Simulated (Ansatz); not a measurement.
CH6INOSi: several calculations on one system

## 1. Relaxation

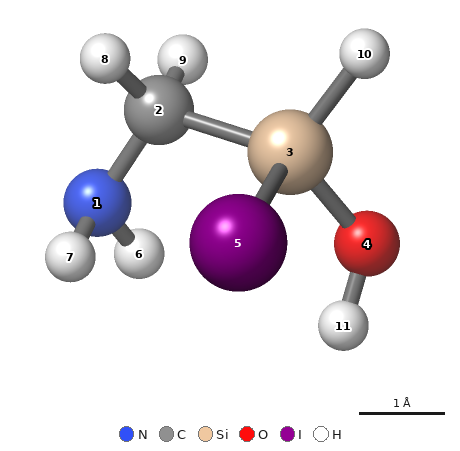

Starting structure of CH6INOSi. The picture is a ball-and-stick view, seen at a tilt.

The run prepares an end point of a later path (inversion) calculation, from a guessed geometry.

These are results of RKS CAM-B3LYP-D4/def2-SVP (Ansatz 0.2.0), not measurements.

The input:
```yaml
crystal:
  periodic: [false, false, false]
  atoms:
    - { symbol: "N", position_ang: [-1.1802, 0.6385, -0.9396] }
    - { symbol: C, position_ang: [-0.0683, -0.2104, -1.0785] }
    - { symbol: Si, position_ang: [0.8148, -0.5011, 0.5305] }
    - { symbol: O, position_ang: [-0.1152, -0.8746, 1.7862] }
    - { symbol: I, position_ang: [1.936, 1.5925, 1.1889] }
    - { symbol: H, position_ang: [-1.9039, 0.3144, -0.2914] }
    - { symbol: H, position_ang: [-0.9211, 1.6033, -0.6005] }
    - { symbol: H, position_ang: [0.6614, 0.227, -1.8272] }
    - { symbol: H, position_ang: [-0.4078, -1.1528, -1.4261] }
    - { symbol: H, position_ang: [1.8732, -1.5632, 0.4291] }
    - { symbol: H, position_ang: [-0.6236, -0.1306, 2.2492] }
basis:
  gaussian: { orbitals: def2-SVP }
hamiltonian:
  xc: cam_b3lyp
  dispersion: d4
relax:
  f_tol: 0.015
  max_steps: 40
```

Launched with:
```bash
ansatz run input.yaml --threads 2 --pin off --max-ram 3072MiB --backend cpu --events-out ev --progress --plain --runs-dir out
```

**What does the optimiser find from here?**

After 18 accepted moves (21 points after the start) the energy has fallen by 35.6 kJ/mol. The largest force component goes from 3 to 0.004 eV/Å. The line search rejected the trial steps at points 9, 11, 17 of the run. The largest move after the best rigid fit is that of H11, 0.82 Å. By element the largest moves are H 0.82 Å, O 0.34 Å, N 0.16 Å, I 0.16 Å, Si 0.09 Å, C 0.03 Å. Near-neighbour distances that change, for instance: N1–C2 1.406 → 1.458 Å, O4–H11 1.013 → 0.963 Å, Si3–O4 1.607 → 1.655 Å, C2–H9 1.060 → 1.105 Å. Bond angles that change, for instance: C2–Si3–O4 116.0° → 105.3°, C2–N1–H6 115.5° → 110.3°, O4–Si3–H10 107.2° → 112.2°. Groups turn about Si3–O4 by about 90°.

History of the run:

```csv
step,"E − E(0), kJ/mol","largest force component, eV/Å",note
0,0.00,2.9549,
1,-23.93,0.9966,
2,-28.84,0.1986,
3,-29.42,0.1111,
4,-29.72,0.0779,
5,-29.90,0.3518,
6,-30.36,0.2723,
7,-31.14,0.2645,
8,-31.28,0.3070,
9,-20.51,2.9293,rejected
10,-32.28,0.2796,
11,-31.67,1.2462,rejected
12,-33.16,0.2056,
13,-33.88,0.2265,
14,-34.41,0.3519,
15,-34.50,0.7870,
16,-35.34,0.1112,
17,-30.06,1.1161,rejected
18,-35.56,0.0465,
19,-35.59,0.0318,
20,-35.60,0.0157,
21,-35.60,0.0040,
```

Final geometry:

```xyz
11

N    -1.1932    0.7457   -1.0593
C    -0.0952   -0.2135   -1.0814
Si    0.7865   -0.4206    0.5600
O    -0.4057   -0.7584    1.6567
I     1.8571    1.7259    1.1757
H    -1.8564    0.5058   -0.3239
H    -0.8486    1.6805   -0.8446
H     0.6293    0.0631   -1.8645
H    -0.4813   -1.2050   -1.3789
H     1.8748   -1.4327    0.5830
H    -0.2019   -0.7478    2.5978
```

After the run, drawn alike:

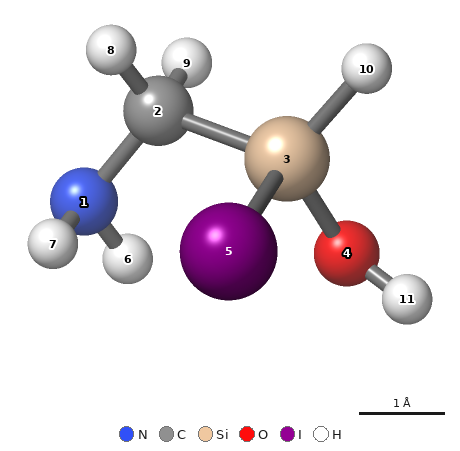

## 2. Relaxation

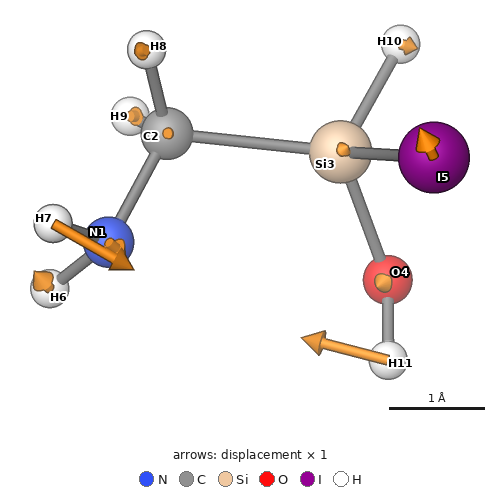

A relaxation of CH$_{6}$INOSi. The starting structure is drawn; orange arrows show the displacements, at their true length. The two geometries are superimposed by the best rigid fit.

Style: ball-and-stick. Shown face on.

The run prepares an end point of a later path (inversion) calculation, from a guessed geometry.

Level of theory: RKS CAM-B3LYP-D4/def2-SVP (Ansatz 0.2.0).

Input file:
```yaml
crystal:
  periodic: [false, false, false]
  atoms:
    - { symbol: "N", position_ang: [-1.1802, 0.6385, -0.9396] }
    - { symbol: C, position_ang: [-0.0683, -0.2104, -1.0785] }
    - { symbol: Si, position_ang: [0.8148, -0.5011, 0.5305] }
    - { symbol: O, position_ang: [-0.1152, -0.8746, 1.7862] }
    - { symbol: I, position_ang: [1.936, 1.5925, 1.1889] }
    - { symbol: H, position_ang: [-2.0918, 0.201, -1.10249] }
    - { symbol: H, position_ang: [-1.15164, 1.46417, -1.59566] }
    - { symbol: H, position_ang: [0.6614, 0.227, -1.8272] }
    - { symbol: H, position_ang: [-0.4078, -1.1528, -1.4261] }
    - { symbol: H, position_ang: [1.8732, -1.5632, 0.4291] }
    - { symbol: H, position_ang: [-0.6236, -0.1306, 2.2492] }
basis:
  gaussian: { orbitals: def2-SVP }
hamiltonian:
  xc: cam_b3lyp
  dispersion: d4
relax:
  f_tol: 0.015
  max_steps: 40
```

Command:
```bash
ansatz run input.yaml --threads 2 --pin off --max-ram 3072MiB --backend cpu --events-out ev --progress --plain --runs-dir out
```

Q: What happened in the run?

A: The energy falls by 12.3 kcal/mol in 15 accepted moves (17 points after the start). The largest force component goes from 3 to 0.0068 eV/Å. The line search rejected the trial steps at points 9, 16 of the run. H7 moves most after the best rigid fit: 1.00 Å. By element the largest moves are H 1.00 Å, I 0.42 Å, N 0.32 Å, O 0.25 Å, Si 0.15 Å, C 0.09 Å. Some distances before and after: N1–C2 1.406 → 1.466 Å, C2–H9 1.060 → 1.103 Å, Si3–O4 1.607 → 1.647 Å, O4–H11 1.013 → 0.977 Å. Among the angles between lasting bonds that change: C2–Si3–O4 116.0° → 103.9°, Si3–O4–H11 118.5° → 107.0°, N1–C2–Si3 112.6° → 105.1°. Groups turn about Si3–O4 by about 55°, N1–C2 by about 55°.

## 3. Path

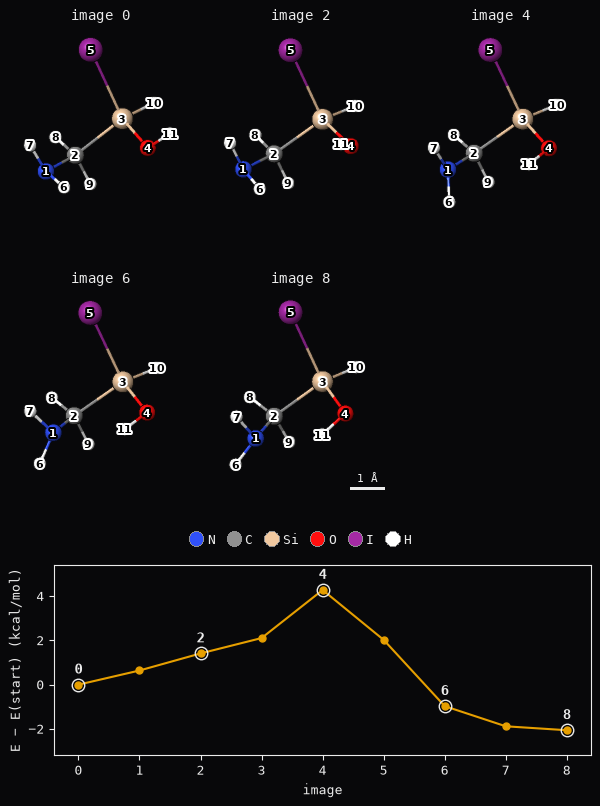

A nudged-elastic-band calculation for CH$_{6}$INOSi. Images are numbered from 0 (start) to 8 (end). A ball-and-stick model, seen from a free direction.

These are results of RKS CAM-B3LYP-D4/def2-SVP (Ansatz 0.2.0), not measurements. Set-up: 7 movable images; climbing image; force threshold 0.05 eV/Å; iteration limit 36; starting path by image-dependent pair potential.

Q: Describe the mechanism and the energy profile.

A: The motion is an umbrella inversion at N1. No bond forms or breaks between the ends. Among the angles between lasting bonds that change up to the highest image: H6–N1–H7 106.5° → 117.6°, C2–N1–H6 110.3° → 120.8°. Forward barrier 4.3 kcal/mol, backward barrier 6.3 kcal/mol, with image 4 at the top; the reaction energy is −2.1 kcal/mol. The band converged in 17 iterations. The largest component of the band force went from 1.1 to 0.036 eV/Å. The climbing image converged on the top of the path. Its vibrational analysis gives one imaginary mode (580i cm⁻¹), as a transition state must have.

The run took 9 min on 2 threads of Arm Neoverse V1 (shared host), peak memory 0.37 GiB.
